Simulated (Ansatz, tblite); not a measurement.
**AlH2(SiH3) (AlSiH₅): which spin state is lowest**

Aim: set other spin states of AlH2(SiH3) (AlSiH₅) against its singlet, on many levels of theory.

The runs use Ansatz 0.2.0, Gaussian basis; as each input shows.

The runs, in order: triplet, at the geometry of the singlet (GFN1-xTB, GFN2-xTB, PBE0-D4/def2-TZVP, PBE-D4/def2-TZVP, r2SCAN-D4/def2-TZVP); the singlet's energies come from earlier runs.

1 further run of the same task is left out (for a known fault of the program). Runs told in other sessions of the task aren't counted.

### Step 1. The geometry

The singlet was relaxed beforehand with r2SCAN-D4/def2-TZVP.

7 atoms, charge 0, spin multiplicity 1.

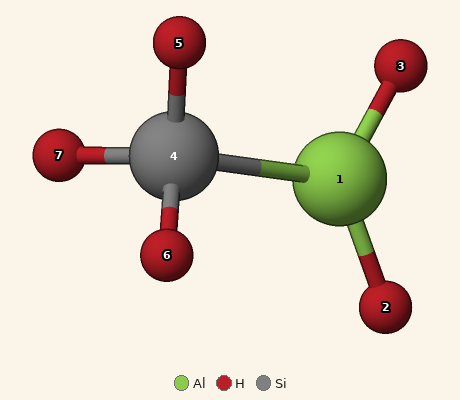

The geometry (aluminium green, hydrogen red, silicon grey); atoms are numbered from 1 in the order of the file.

### Step 2. Triplet at the fixed geometry, GFN1-xTB

Tight binding, by tblite at 300 K electronic temperature and without a spin-polarisation term:

```python
tblite.interface.Calculator('GFN1-xTB', numbers, positions, charge=0, uhf=2).singlepoint()
```

Energy -153.4181 eV; 0.003 s.

### Step 3. Triplet at the fixed geometry, GFN2-xTB

Tight binding, by tblite at 300 K electronic temperature and without a spin-polarisation term:

```python
tblite.interface.Calculator('GFN2-xTB', numbers, positions, charge=0, uhf=2).singlepoint()
```

Energy -141.1690 eV; 0.003 s.

### Step 4. Triplet at the fixed geometry, PBE0-D4/def2-TZVP

Input file in.yaml:

```yaml
crystal:
  periodic: [false, false, false]
  atoms:
    - {symbol: Al, position_ang: [0.701765, 1.222625, 0.012746]}
    - {symbol: H, position_ang: [2.289099, 1.240444, 0.033368]}
    - {symbol: H, position_ang: [-0.078931, 2.603773, -0.044365]}
    - {symbol: Si, position_ang: [-0.522581, -0.907337, 0.018856]}
    - {symbol: H, position_ang: [-1.870649, -0.797797, 0.643522]}
    - {symbol: H, position_ang: [0.214912, -1.994435, 0.721667]}
    - {symbol: H, position_ang: [-0.733616, -1.367262, -1.385793]}
basis:
  gaussian: {orbitals: def2-TZVP}
magnetization: {spin_polarized: true, initial_magnetization: 2}
hamiltonian: {xc: pbe0, dispersion: d4}
scf: {omitted_lower_state_checks: [starts]}
output: {orbitals: {seedname: orbitals}}
```

Run with:

```console
> ansatz run in.yaml --threads 4 --pin off --events-out ev --progress --plain --max-ram 3916MiB
```

Output:

```text
Functional definition: PBE0
  name "PBE0"
  cite "Adamo & Barone, J. Chem. Phys. 110, 6158 (1999) doi:10.1063/1.478522"
  cite "Perdew, Burke & Ernzerhof, Phys. Rev. Lett. 77, 3865 (1996) doi:10.1103/PhysRevLett.77.3865"
  parent pbe
  parameter a = 0.25
  parameter kappa = 0.804
  parameter beta = 0.06672455060314922
  exchange = (1 - a)*pbe_x(kappa = kappa, mu = beta*pi^2/3) + a*exact_x
  correlation = pbe_c(beta = beta)
these checks for a lower state are left out or cut short: starts
767 factors; their error is unknown
mean field evaluation 1: about -14544.8398 eV, gradient 8.2e0 eV
mean field evaluation 2: about -14545.2087 eV, gradient 4.3e0 eV
mean field evaluation 4: about -14545.3784 eV, gradient 3.7e-1 eV
mean field evaluation 8: about -14545.4256 eV, gradient 7.1e-2 eV
mean field evaluation 16: about -14545.4257 eV, gradient 2.9e-5 eV
mean field -14545.42565471 eV, -534.5345335669 hartree, gradient 2.9e-5 eV, S^2 2.004295; 0 other end points of the search recorded, 0 dependent functions left out
reference -14545.42569271 eV, -534.5345349636 hartree; 17, 15 occupied and 87, 89 virtual orbitals, 767 factors
Total energy: -14545.51151658 eV, -534.5376889325 hartree
Checks for a lower state left out: starts
```

Wall time 0.85 s (4 threads of AMD EPYC 9B14, shared host).

From the report: HOMO -4.33 eV, LUMO -5.82 eV (over both spins; with the spin held, an empty level of the minority spin lies below the top filled one); ⟨S²⟩ 2.004 (pure: 2.00).

### Step 5. Triplet at the fixed geometry, PBE-D4/def2-TZVP

start.molden holds the orbitals of an earlier run on this state, given as this run's starting guess.

in.yaml, as its differences from that of step 4:

```diff
@@ -11,5 +11,5 @@
 basis:
-  gaussian: {orbitals: def2-TZVP}
+  gaussian: {orbitals: def2-TZVP, initial_orbitals: start.molden}
 magnetization: {spin_polarized: true, initial_magnetization: 2}
-hamiltonian: {xc: pbe0, dispersion: d4}
+hamiltonian: {xc: pbe, dispersion: d4}
 scf: {omitted_lower_state_checks: [starts]}
```

Same command.

Output:

```text
Functional definition: PBE
  name "PBE"
  cite "Perdew, Burke & Ernzerhof, Phys. Rev. Lett. 77, 3865 (1996) doi:10.1103/PhysRevLett.77.3865"
  parent pbe
  parameter kappa = 0.804
  parameter beta = 0.06672455060314922
  exchange = pbe_x(kappa = kappa, mu = beta*pi^2/3)
  correlation = pbe_c(beta = beta)
these checks for a lower state are left out or cut short: starts
731 factors; their error is unknown
mean field evaluation 1: about -14543.9279 eV, gradient 6.2e0 eV
mean field evaluation 2: about -14544.0016 eV, gradient 1.4e-1 eV
mean field evaluation 4: about -14543.9931 eV, gradient 2.2e-3 eV
mean field -14543.99309836 eV, -534.4818880923 hartree, gradient 1.4e-5 eV, S^2 2.003874; 0 other end points of the search recorded, 0 dependent functions left out
reference -14543.99314878 eV, -534.4818899450 hartree; 17, 15 occupied and 87, 89 virtual orbitals, 731 factors
Total energy: -14544.09433829 eV, -534.4856085910 hartree
Checks for a lower state left out: starts
```

Wall time 0.7 s (4 threads of AMD EPYC 9B14, shared host).

HOMO -3.55 eV, LUMO -6.61 eV (over both spins; with the spin held, an empty level of the minority spin lies below the top filled one); ⟨S²⟩ 2.004 (pure: 2.00).

### Step 6. Triplet at the fixed geometry, r2SCAN-D4/def2-TZVP

in.yaml, as its differences from that of step 5:

```diff
@@ -13,3 +13,3 @@
 magnetization: {spin_polarized: true, initial_magnetization: 2}
-hamiltonian: {xc: pbe, dispersion: d4}
+hamiltonian: {xc: r2scan, dispersion: d4}
 scf: {omitted_lower_state_checks: [starts]}
```

The command is unchanged.

Output:

```text
Functional definition: r2SCAN
  name "r2SCAN"
  cite "Furness, Kaplan, Ning, Perdew & Sun, J. Phys. Chem. Lett. 11, 8208 (2020) doi:10.1021/acs.jpclett.0c02405"
  cite "Furness, Kaplan, Ning, Perdew & Sun, J. Phys. Chem. Lett. 11, 9248 (2020) doi:10.1021/acs.jpclett.0c03077"
  parent r2scan
  parameter k0 = 0.174
  parameter k1 = 0.065
  parameter a1 = 4.9479
  exchange = r2scan_x(k0 = k0, k1 = k1, a1 = a1)
  correlation = r2scan_c
these checks for a lower state are left out or cut short: starts
731 factors; their error is unknown
mean field evaluation 1: about -14550.5484 eV, gradient 4.1e0 eV
mean field evaluation 2: about -14550.5752 eV, gradient 4.1e-2 eV
mean field evaluation 4: about -14550.5651 eV, gradient 8.0e-5 eV
mean field -14550.56512914 eV, -534.7234057686 hartree, gradient 1.7e-5 eV, S^2 2.008262; 0 other end points of the search recorded, 0 dependent functions left out
reference -14550.56514773 eV, -534.7234064519 hartree; 17, 15 occupied and 87, 89 virtual orbitals, 731 factors
Total energy: -14550.58863156 eV, -534.7242694667 hartree
Checks for a lower state left out: starts
```

It took 1.4 s on 4 threads of AMD EPYC 9B14, shared host.

HOMO -3.81 eV, LUMO -6.36 eV (over both spins; with the spin held, an empty level of the minority spin lies below the top filled one); ⟨S²⟩ 2.008 (pure: 2.00).

### Step 7. Triplet less singlet, vertical

The singlet's energies are those of its earlier runs, whose logs aren't repeated here.

| level | triplet less singlet, vertical (eV) | time |
| --- | --- | --- |
| GFN1-xTB | +4.407 | 0.006 s |
| GFN2-xTB | +3.535 | 0.005 s |
| PBE-D4/def2-TZVP | +3.343 | 1 s |
| r2SCAN-D4/def2-TZVP | +3.339 | 2 s |
| PBE0-D4/def2-TZVP | +3.505 | 1.4 s |

Times add the two runs; a level without a time comes out of a correlated run. Tight binding without a spin term can't rank spin states.

### Step 8. Summary of results

```
                                                quantity                                      value
triplet less singlet, vertical, functionals in def2-TZVP  +3.339 (r2SCAN-D4) to +3.505 eV (PBE0-D4)
```

All functionals put the triplet above the singlet, over a spread of 0.166 eV. The checks for a lower triplet were left out, so another state of that spin may lie lower. These are electronic energies, without zero-point motion, entropy or surroundings.
